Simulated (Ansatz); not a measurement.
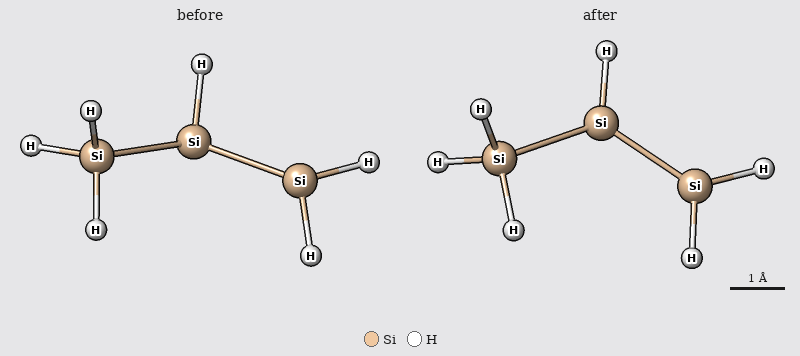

The structure of Si3H6 before (left) and after (right) a relaxation, at one scale.

Style: ball-and-stick. Shown at a tilt.

The calculation used Ansatz, RKS PBE0-D4/def2-TZVP. Settings: force threshold 0.005 eV/Å; at most 200 steps.

Question: Describe what moved and what it gained.

Answer: A Si atom moves most after the best rigid fit: 0.47 Å. Largest moves by element: Si 0.47 Å, H 0.38 Å. Among the contacts that change: Si–Si 2.214 → 2.137 Å, H–Si 1.468 → 1.487 Å, Si–Si 2.296 → 2.313 Å, H–Si 1.488 → 1.483 Å. Among the angles between lasting bonds that change: Si–Si–H 107.8° → 120.7°, Si–Si–H 106.2° → 119.1°, H–Si–H 101.4° → 114.2°. After 12 accepted moves (13 points after the start) the energy has fallen by 20.3 kJ/mol. The largest force component goes from 0.72 to 0.0016 eV/Å. The line search rejected the trial step at point 12 of the run. Cost: 43 s on 2 threads of Intel Xeon Platinum 8488C (shared host).
